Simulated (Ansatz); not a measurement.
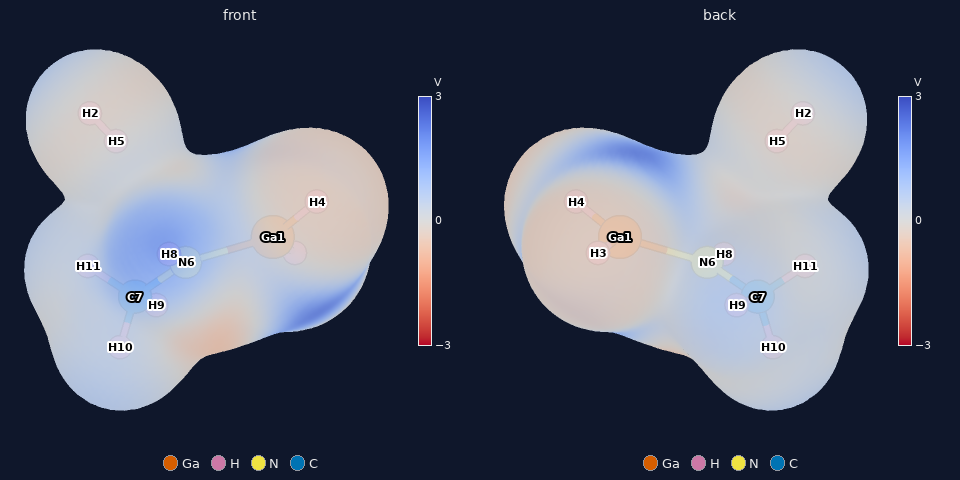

The picture shows: CH6GaN···H2. The molecular electrostatic potential painted on the density surface at 0.002 e/bohr³, seen from the front and from behind; the colour scale runs from red (negative) to blue (positive).

The product side of a reaction path; geometry: PBE0-D4/def2-TZVP.

Level of theory: RKS PBE0-D4/def2-TZVPP in Ansatz 0.2.0.

```xyz
11

Ga   -1.5889    0.9725   -0.1021
H    -0.0762   -2.9506    0.6750
H    -1.8090    1.1279   -1.6405
H    -2.6428    1.1634    1.0327
H    -0.1758   -2.2102    0.6337
N     0.0887    0.5074    0.4170
C     1.2429    0.2894   -0.4217
H     0.2897    0.4088    1.4000
H     0.9696    0.4277   -1.4703
H     2.0570    0.9907   -0.2017
H     1.6448   -0.7270   -0.3221
```

Question: Which sites attract a positive test charge, and which a negative one?

Answer: A positive charge is drawn to the negative regions and a negative charge to the positive ones. The most negative region (about −0.6 V) lies over N6, the most positive (about +2.1 V) over Ga1.
